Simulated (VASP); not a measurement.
# A VASP study of AlNi3 (r2SCAN + rVV10): structure first, properties next, part 13 of 13

What structure does AlNi3 take at this level, and what are its properties? The start is a computed cell from the Materials Project.

VASP 6.6.1, plane waves and PAW; the level of theory is named at each step.

Still holding for the runs below: The magnetic order is the only one that the search above brought to convergence with its moments; longer or canted patterns were not tried. The k-mesh is coarse for a metal.

So far, moment of the cell, from the last line of the log (μB): step 2 (magnetic order: ferromagnetic) 0.855; step 11 (density of states (r2SCAN + rVV10)) 0.895; step 12 (field gradients at the nuclei (r2SCAN + rVV10)) 0.853; step 13 (volume scan with r2SCAN + rVV10) 0.834; step 14 (volume scan with r2SCAN + rVV10 (run 2)) 0.841.

## 17. Volume scan with r2SCAN + rVV10 (run 5)

Level of this step: r2SCAN with rVV10, spin-polarised from a ferromagnetic start; plane waves and PAW (Al, Ni) (VASP).

The input, INCAR:

```
SYSTEM = AlNi3
PREC = Accurate
ENCUT = 400
EDIFF = 1E-06
NELM = 100
ISMEAR = 1
SIGMA = 0.2
LREAL = .FALSE.
ALGO = Normal
METAGGA = R2SCAN
LUSE_VDW = .TRUE.
IVDW_NL = 2
BPARAM = 11.95
CPARAM = 0.0093
LASPH = .TRUE.
NBANDS = 25
ISPIN = 2
MAGMOM = -0.02 0.323 0.323 0.323
LMAXMIX = 4
LORBIT = 11
LWAVE = .FALSE.
LCHARG = .FALSE.
KPAR = 8
ISIF = 2
```

The input, POSCAR:

```
AlNi3
1.0
    3.5386042600      0.0000000000      0.0000000000
    0.0000000000      3.5386042600      0.0000000000
    0.0000000000      0.0000000000      3.5386042600
Al Ni
1 3
Direct
    0.0000000000      0.0000000000      0.0000000000
    0.0000000000      0.5000000000      0.5000000000
    0.5000000000      0.0000000000      0.5000000000
    0.5000000000      0.5000000000      0.0000000000
```

The input, KPOINTS:

```
Automatic mesh
0
Gamma
6 6 6
0 0 0
```

Potentials, in the order of the species: Al and Ni (PBE family, release 64).

Command:

```
> mpirun -np 8 vasp_std
```

Log:

```text
[... set-up lines as in an earlier step ...]
 entering main loop
       N       E                     dE             d eps       ncg     rms          rms(c)
Total rVV10 correction in eV:      0.8555570    38.8319069
Total rVV10 correction in eV:      0.8555570    38.8319069
Total rVV10 correction in eV:      0.8555570    38.8319069
Total rVV10 correction in eV:      0.8555570    38.8319069
Total rVV10 correction in eV:      0.8555570    38.8319069
Total rVV10 correction in eV:      0.8555570    38.8319069
Total rVV10 correction in eV:      0.8555570    38.8319069
Total rVV10 correction in eV:      0.8555570    38.8319069
DAV:   1     0.148702684034E+03    0.14870E+03   -0.12140E+04  2032   0.143E+03
DAV:   2    -0.430490087103E+02   -0.19175E+03   -0.17865E+03  2000   0.292E+02
DAV:   3    -0.516628699728E+02   -0.86139E+01   -0.82664E+01  2319   0.854E+01
DAV:   4    -0.517928490353E+02   -0.12998E+00   -0.12989E+00  2381   0.932E+00
DAV:   5    -0.517978544871E+02   -0.50055E-02   -0.50052E-02  2537   0.169E+00    0.205E+01
Total rVV10 correction in eV:      0.7800284    38.8319131
[...]
Total rVV10 correction in eV:      0.8038236    38.8319134
Total rVV10 correction in eV:      0.8038236    38.8319134
Total rVV10 correction in eV:      0.8038236    38.8319134
Total rVV10 correction in eV:      0.8038236    38.8319134
DAV:  14    -0.434969292911E+02    0.26783E-06   -0.61336E-06  2331   0.283E-02
Total rVV10 correction in eV:      0.8038636    38.8319134
Total rVV10 correction in eV:      0.8038636    38.8319134
Total rVV10 correction in eV:      0.8038636    38.8319134
Total rVV10 correction in eV:      0.8038636    38.8319134
Total rVV10 correction in eV:      0.8038636    38.8319134
Total rVV10 correction in eV:      0.8038636    38.8319134
Total rVV10 correction in eV:      0.8038636    38.8319134
Total rVV10 correction in eV:      0.8038636    38.8319134
Total rVV10 correction in eV:      0.8038334    38.8319134
Total rVV10 correction in eV:      0.8038334    38.8319134
Total rVV10 correction in eV:      0.8038334    38.8319134
Total rVV10 correction in eV:      0.8038334    38.8319134
Total rVV10 correction in eV:      0.8038334    38.8319134
Total rVV10 correction in eV:      0.8038334    38.8319134
Total rVV10 correction in eV:      0.8038334    38.8319134
Total rVV10 correction in eV:      0.8038334    38.8319134
   1 F= -.43496929E+02 E0= -.43499480E+02  d E =0.765290E-02  mag=     0.8582
```

Wall time 40 s (8 MPI ranks of Intel Xeon Platinum 8259CL at 2.50GHz (Skylake/Cascade Lake), shared host); peak memory 1.9 GiB.

From OUTCAR (step 17):

```text
  Total       -1.0519078     -1.0519078     -1.0519078      0.0000000     -0.0000000      0.0000000
  in kB      -38.0357764    -38.0357764    -38.0357764      0.0000000     -0.0000000      0.0000000
  external PRESSURE =     -38.0357764 kB  Pullay stress =       0.0000000 kB

 POSITION                                       TOTAL-FORCE (eV/Angst)
 -----------------------------------------------------------------------------------
      0.00000      0.00000      0.00000         0.000000      0.000000      0.000000
      0.00000      1.76930      1.76930         0.000000      0.000000      0.000000
      1.76930      0.00000      1.76930         0.000000      0.000000      0.000000
      1.76930      1.76930      0.00000         0.000000      0.000000      0.000000
 -----------------------------------------------------------------------------------
    total drift:                                0.000000     -0.000000     -0.000000

  FREE ENERGIE OF THE ION-ELECTRON SYSTEM (eV)
  ---------------------------------------------------
  free  energy   TOTEN  =       -43.4969292911 eV

  energy  without entropy=      -43.5045821957  energy(sigma->0) =      -43.49948026

 magnetization (x)
# of ion       s       p       d       tot
------------------------------------------
    1       -0.004  -0.016   0.000  -0.020
    2       -0.008  -0.029   0.364   0.327
    3       -0.008  -0.029   0.364   0.327
    4       -0.008  -0.029   0.364   0.327
--------------------------------------------------
tot         -0.028  -0.104   1.093   0.961

[... 1 part as in an earlier step ...]

[... 2 further parts left out ...]
[key lines of the parts left out:]
E-fermi :   9.6256
```

The pressure falls from 0.01 to -3.80 GPa.

The run ends at a pressure of -3.80 GPa.

## 18. Volume scan with r2SCAN + rVV10 (run 6)

INCAR is that of step 17.

The input, POSCAR:

```
AlNi3
1.0
    3.5615828536      0.0000000000      0.0000000000
    0.0000000000      3.5615828536      0.0000000000
    0.0000000000      0.0000000000      3.5615828536
Al Ni
1 3
Direct
    0.0000000000      0.0000000000      0.0000000000
    0.0000000000      0.5000000000      0.5000000000
    0.5000000000      0.0000000000      0.5000000000
    0.5000000000      0.5000000000      0.0000000000
```

KPOINTS is that of step 17.

Command:

```
> mpirun -np 8 vasp_std
```

Log:

```text
[... set-up lines as in an earlier step ...]
 entering main loop
       N       E                     dE             d eps       ncg     rms          rms(c)
Total rVV10 correction in eV:      0.8626459    38.8319069
Total rVV10 correction in eV:      0.8626459    38.8319069
Total rVV10 correction in eV:      0.8626459    38.8319069
Total rVV10 correction in eV:      0.8626459    38.8319069
Total rVV10 correction in eV:      0.8626459    38.8319069
Total rVV10 correction in eV:      0.8626459    38.8319069
Total rVV10 correction in eV:      0.8626459    38.8319069
Total rVV10 correction in eV:      0.8626459    38.8319069
DAV:   1     0.150287978244E+03    0.15029E+03   -0.12083E+04  2008   0.142E+03
DAV:   2    -0.428037749333E+02   -0.19309E+03   -0.18067E+03  2002   0.295E+02
DAV:   3    -0.516442867853E+02   -0.88405E+01   -0.84394E+01  2323   0.862E+01
DAV:   4    -0.517792974462E+02   -0.13501E+00   -0.13489E+00  2456   0.948E+00
DAV:   5    -0.517841414150E+02   -0.48440E-02   -0.48436E-02  2534   0.164E+00    0.202E+01
Total rVV10 correction in eV:      0.7870576    38.8319146
[...]
Total rVV10 correction in eV:      0.8114487    38.8319150
Total rVV10 correction in eV:      0.8114487    38.8319150
Total rVV10 correction in eV:      0.8114487    38.8319150
Total rVV10 correction in eV:      0.8114487    38.8319150
DAV:  15    -0.434695451890E+02   -0.44579E-06   -0.85688E-07  1270   0.129E-02
Total rVV10 correction in eV:      0.8114551    38.8319150
Total rVV10 correction in eV:      0.8114551    38.8319150
Total rVV10 correction in eV:      0.8114551    38.8319150
Total rVV10 correction in eV:      0.8114551    38.8319150
Total rVV10 correction in eV:      0.8114551    38.8319150
Total rVV10 correction in eV:      0.8114551    38.8319150
Total rVV10 correction in eV:      0.8114551    38.8319150
Total rVV10 correction in eV:      0.8114551    38.8319150
Total rVV10 correction in eV:      0.8114512    38.8319150
Total rVV10 correction in eV:      0.8114512    38.8319150
Total rVV10 correction in eV:      0.8114512    38.8319150
Total rVV10 correction in eV:      0.8114512    38.8319150
Total rVV10 correction in eV:      0.8114512    38.8319150
Total rVV10 correction in eV:      0.8114512    38.8319150
Total rVV10 correction in eV:      0.8114512    38.8319150
Total rVV10 correction in eV:      0.8114512    38.8319150
   1 F= -.43469545E+02 E0= -.43472155E+02  d E =0.782830E-02  mag=     0.8620
```

It took 45 s on 8 MPI ranks; peak memory 1.9 GiB.

Parts of OUTCAR (step 18):

```text
  Total       -2.0992165     -2.0992165     -2.0992165      0.0000000      0.0000000     -0.0000000
  in kB      -74.4455347    -74.4455347    -74.4455347      0.0000000      0.0000000     -0.0000000
  external PRESSURE =     -74.4455347 kB  Pullay stress =       0.0000000 kB

 POSITION                                       TOTAL-FORCE (eV/Angst)
 -----------------------------------------------------------------------------------
      0.00000      0.00000      0.00000         0.000000      0.000000      0.000000
      0.00000      1.78079      1.78079         0.000000      0.000000      0.000000
      1.78079      0.00000      1.78079         0.000000      0.000000      0.000000
      1.78079      1.78079      0.00000         0.000000      0.000000      0.000000
 -----------------------------------------------------------------------------------
    total drift:                                0.000000     -0.000000     -0.000000

  FREE ENERGIE OF THE ION-ELECTRON SYSTEM (eV)
  ---------------------------------------------------
  free  energy   TOTEN  =       -43.4695451890 eV

  energy  without entropy=      -43.4773734859  energy(sigma->0) =      -43.47215462

 magnetization (x)
# of ion       s       p       d       tot
------------------------------------------
    1       -0.004  -0.016   0.000  -0.020
    2       -0.008  -0.029   0.368   0.331
    3       -0.008  -0.029   0.368   0.331
    4       -0.008  -0.029   0.368   0.331
--------------------------------------------------
tot         -0.029  -0.104   1.105   0.972

[... 1 part as in an earlier step ...]

[... 2 further parts left out ...]
[key lines of the parts left out:]
E-fermi :   9.3686
```

The pressure falls from -3.80 to -7.44 GPa.

The run ends at a pressure of -7.44 GPa.

## 19. Volume scan with r2SCAN + rVV10 (run 7)

A prediction first. A parabola through the 6 pressures of evenly scaled cells so far, P = 0.00 -208.0 t +504 t² GPa with t = ln(V/V₁) and V₁ the volume at scale 1, gives -10.40 GPa at t = +0.0583.

INCAR is that of step 18.

The input, POSCAR:

```
AlNi3
1.0
    3.5842687063      0.0000000000      0.0000000000
    0.0000000000      3.5842687063      0.0000000000
    0.0000000000      0.0000000000      3.5842687063
Al Ni
1 3
Direct
    0.0000000000      0.0000000000      0.0000000000
    0.0000000000      0.5000000000      0.5000000000
    0.5000000000      0.0000000000      0.5000000000
    0.5000000000      0.5000000000      0.0000000000
```

KPOINTS is that of step 18.

Command:

```
> mpirun -np 8 vasp_std
```

Log:

```text
[... set-up lines as in an earlier step ...]
 entering main loop
       N       E                     dE             d eps       ncg     rms          rms(c)
Total rVV10 correction in eV:      0.8695671    38.8319069
Total rVV10 correction in eV:      0.8695671    38.8319069
Total rVV10 correction in eV:      0.8695671    38.8319069
Total rVV10 correction in eV:      0.8695671    38.8319069
Total rVV10 correction in eV:      0.8695671    38.8319069
Total rVV10 correction in eV:      0.8695671    38.8319069
Total rVV10 correction in eV:      0.8695671    38.8319069
Total rVV10 correction in eV:      0.8695671    38.8319069
DAV:   1     0.148082664095E+03    0.14808E+03   -0.12223E+04  2032   0.142E+03
DAV:   2    -0.427818475616E+02   -0.19086E+03   -0.17837E+03  2001   0.292E+02
DAV:   3    -0.516133641510E+02   -0.88315E+01   -0.83815E+01  2333   0.855E+01
DAV:   4    -0.517441088392E+02   -0.13074E+00   -0.13065E+00  2419   0.941E+00
DAV:   5    -0.517490403444E+02   -0.49315E-02   -0.49311E-02  2569   0.166E+00    0.200E+01
Total rVV10 correction in eV:      0.7939357    38.8319145
[...]
Total rVV10 correction in eV:      0.8188593    38.8319151
Total rVV10 correction in eV:      0.8188593    38.8319151
Total rVV10 correction in eV:      0.8188593    38.8319151
Total rVV10 correction in eV:      0.8188593    38.8319151
DAV:  15    -0.434234033790E+02   -0.48932E-06   -0.10277E-06  1383   0.135E-02
Total rVV10 correction in eV:      0.8188661    38.8319151
Total rVV10 correction in eV:      0.8188661    38.8319151
Total rVV10 correction in eV:      0.8188661    38.8319151
Total rVV10 correction in eV:      0.8188661    38.8319151
Total rVV10 correction in eV:      0.8188661    38.8319151
Total rVV10 correction in eV:      0.8188661    38.8319151
Total rVV10 correction in eV:      0.8188661    38.8319151
Total rVV10 correction in eV:      0.8188661    38.8319151
Total rVV10 correction in eV:      0.8188621    38.8319151
Total rVV10 correction in eV:      0.8188621    38.8319151
Total rVV10 correction in eV:      0.8188621    38.8319151
Total rVV10 correction in eV:      0.8188621    38.8319151
Total rVV10 correction in eV:      0.8188621    38.8319151
Total rVV10 correction in eV:      0.8188621    38.8319151
Total rVV10 correction in eV:      0.8188621    38.8319151
Total rVV10 correction in eV:      0.8188621    38.8319151
   1 F= -.43423403E+02 E0= -.43426061E+02  d E =0.797418E-02  mag=     0.8649
```

Elapsed: 47 s, on 8 MPI ranks; peak memory 1.9 GiB; 6.1 min of CPU time.

OUTCAR, selected parts (step 19):

```text
  Total       -3.0522952     -3.0522952     -3.0522952      0.0000000     -0.0000000      0.0000000
  in kB     -106.2026685   -106.2026685   -106.2026685      0.0000000     -0.0000000      0.0000000
  external PRESSURE =    -106.2026685 kB  Pullay stress =       0.0000000 kB

 POSITION                                       TOTAL-FORCE (eV/Angst)
 -----------------------------------------------------------------------------------
      0.00000      0.00000      0.00000         0.000000      0.000000      0.000000
      0.00000      1.79213      1.79213         0.000000      0.000000      0.000000
      1.79213      0.00000      1.79213         0.000000      0.000000      0.000000
      1.79213      1.79213      0.00000         0.000000      0.000000      0.000000
 -----------------------------------------------------------------------------------
    total drift:                                0.000000     -0.000000     -0.000000

  FREE ENERGIE OF THE ION-ELECTRON SYSTEM (eV)
  ---------------------------------------------------
  free  energy   TOTEN  =       -43.4234033790 eV

  energy  without entropy=      -43.4313775559  energy(sigma->0) =      -43.42606144

 magnetization (x)
# of ion       s       p       d       tot
------------------------------------------
    1       -0.004  -0.016   0.000  -0.020
    2       -0.008  -0.029   0.372   0.334
    3       -0.008  -0.029   0.372   0.334
    4       -0.008  -0.029   0.372   0.334
--------------------------------------------------
tot         -0.029  -0.104   1.115   0.982

[... 1 part as in an earlier step ...]

[... 2 further parts left out ...]
[key lines of the parts left out:]
E-fermi :   9.1210
```

The pressure falls from -7.44 to -10.62 GPa. The parabola predicted -10.40 GPa, +0.22 GPa off.

## 20. Comparing the runs

Times are for 8 MPI ranks of Intel Xeon Platinum 8259CL at 2.50GHz (Skylake/Cascade Lake), shared host. The runs compared:

```tsv
no.	volume scale	energy above the lowest point (meV/atom)	pressure (GPa)	time	memory (GiB)
1	0.94	31.22	14.85	40 s	1.9
2	0.96	14.16	9.266	47 s	1.9
3	0.98	3.91	4.381	50 s	1.9
4	1	0	0.006600	45 s	1.9
5	1.02	1.82	-3.804	40 s	1.9
6	1.04	8.65	-7.445	45 s	1.9
7	1.06	20.17	-10.62	47 s	1.9
```

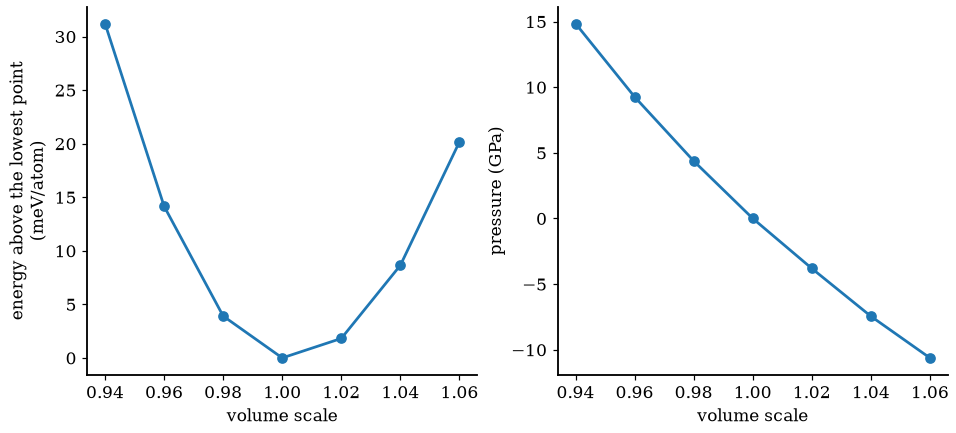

The series as plots.

## 21. Fit for r2SCAN + rVV10

This step: Birch-Murnaghan fit, r2SCAN with rVV10; plane waves and PAW (VASP 6.6.1).

No new run; the numbers come from the runs before.

Numbers from this step:

* pressure derivative of the bulk modulus: 4.039
* r.m.s. error of the fit: 2.78e-5 eV/atom
* minimum inside the sampled range: yes
* bulk modulus: 205.9 GPa
* equilibrium volume of the fit: 10.90 Å³/atom

Table of energy above the fitted minimum by volume:

```tsv
volume (Å³/atom)	energy above the fitted minimum (eV/atom)
10.209	0.0313
10.426	0.0142
10.643	0.00397
10.860	6.1e-5
11.077	0.00188
11.295	0.00871
11.512	0.0202
```

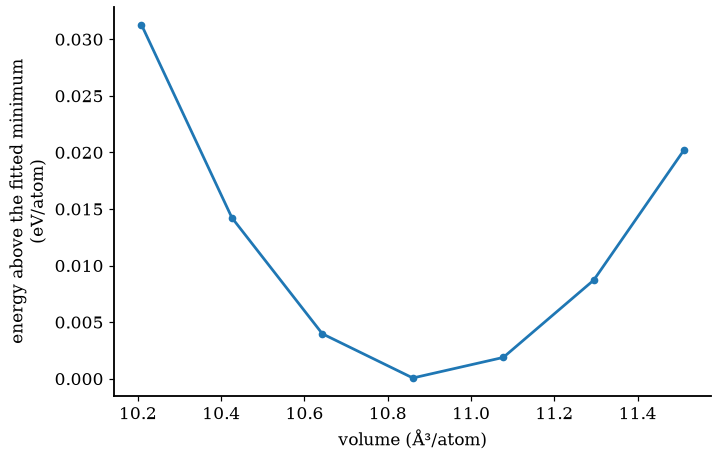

Energy above the fitted minimum against volume.

The fitted volume lies +0.35 % from the relaxed one. At a finite cutoff and mesh the minimum of the energy and the zero of the stress don't quite coincide, and the relaxation stops at a threshold.

## 22. Total energy, forces and stress (r2SCAN + rVV10), changed input

This step: r2SCAN with rVV10, spin-polarised from a ferromagnetic start; plane waves and PAW (Al, Ni) (VASP 6.6.1).

This run is made with a changed input; what comes of it follows.

Changes to INCAR since step 19:

```diff
@@ -4,3 +4,3 @@
 EDIFF = 1E-06
-NELM = 100
+NELM = 84
 ISMEAR = 1
@@ -17,3 +17,3 @@
 ISPIN = 2
-MAGMOM = -0.02 0.323 0.323 0.323
+MAGMOM = 1.0 1.0 1.0
 LMAXMIX = 4
```

The input, POSCAR:

```
AlNi3
1.0
    3.5153232948      0.0000000000      0.0000000000
    0.0000000000      3.5153232948      0.0000000000
    0.0000000000      0.0000000000      3.5153232948
Al Ni
1 3
Direct
    0.0000000000      0.0000000000      0.0000000000
    0.0000000000      0.5000000000      0.5000000000
    0.5000000000      0.0000000000      0.5000000000
    0.5000000000      0.5000000000      0.0000000000
```

KPOINTS is that of step 19.

Command:

```
> mpirun -np 8 vasp_std
```

Log:

```text
running    8 mpi-ranks, on    1 nodes
[...]
-----------------------------------------------------------------------------
|                                                                             |
|     EEEEEEE  RRRRRR   RRRRRR   OOOOOOO  RRRRRR      ###     ###     ###     |
|     E        R     R  R     R  O     O  R     R     ###     ###     ###     |
|     E        R     R  R     R  O     O  R     R     ###     ###     ###     |
|     EEEEE    RRRRRR   RRRRRR   O     O  RRRRRR       #       #       #      |
|     E        R   R    R   R    O     O  R   R                               |
|     E        R    R   R    R   O     O  R    R      ###     ###     ###     |
|     EEEEEEE  R     R  R     R  OOOOOOO  R     R     ###     ###     ###     |
|                                                                             |
|     ERROR: You have set 3 value(s) for MAGMOM; however for                  |
|     spin-polarized calculations (ISPIN=2), MAGMOM has to be a list of       |
|     NIONS values. NIONS=4 in your calculation.                              |
|                                                                             |
|       ---->  I REFUSE TO CONTINUE WITH THIS SICK JOB ... BYE!!! <----       |
|                                                                             |
 -----------------------------------------------------------------------------

1
1
1
1
1
1
1
1
```

It took 6.6 s on 8 MPI ranks.

VASP stopped before it finished a first electronic cycle.

VASP's message: “ERROR: You have set 3 value(s) for MAGMOM; however for spin-polarized calculations (ISPIN=2), MAGMOM has to be a list of”. No number of this run is used.

The fault in the input: wrong count of starting moments (ISPIN = 2 and MAGMOM = "1.0 1.0 1.0"). MAGMOM needs one number an atom.

## 23. Summary of results

```json
{
  "relaxed volume": "10.86 Å³/atom",
  "relaxed conventional cell a, b, c": "3.515, 3.515, 3.515 Å",
  "space group after relaxing, within 0.02 Å": "Pm-3m (No. 221)",
  "moment of the cell (9×9×9 mesh)": "0.895 μB",
  "largest site moment (9×9×9 mesh)": "0.335 μB on Ni2",
  "band gap": "none, a metal",
  "DOS at the Fermi level": "2.20 states/eV/cell",
  "largest field gradient Vzz": "-1.93 V/Å² on Ni2",
  "bulk modulus from the fit": "206 GPa",
  "volume from the fit": "10.9 Å³/atom"
}
```

**Reading.** With r2SCAN + rVV10, AlNi3 relaxes to 10.86 Å³/atom in space group Pm-3m, comes out as a metal, keeps moments of up to 0.335 μB (9×9×9 mesh) and has a bulk modulus of 206 GPa. Band structure (r2SCAN + rVV10), spin up: Of the bands kept, 3 cross the Fermi level on this path. Band structure (r2SCAN + rVV10), spin down: Of the bands kept, 4 cross the Fermi level on this path. The k-sampling is coarse for a metal, so the Fermi level, moments, pressures and the shape of the cell carry errors. Only a few collinear orders were tried, on the cell as listed. No search among competing phases was made, and a listed structure need not be the one stable at ambient conditions. All values are for a static lattice at zero temperature.

[Lines on the potential files, build, host, timing and source positions are cut from VASP's logs without a mark.]

[Logs are printed without paths, hosts, clocks, repeated set-up lines and the standing remarks that a program may print on its own settings, such as how far it seeks lower states.]

[Hosts, paths, dates, database ids (printed as entryN), source tags and the programs' standing remarks are cut or masked in the printed files.]

[A measured line is paired with the nearest computed mode of its activity, which favours agreement.]
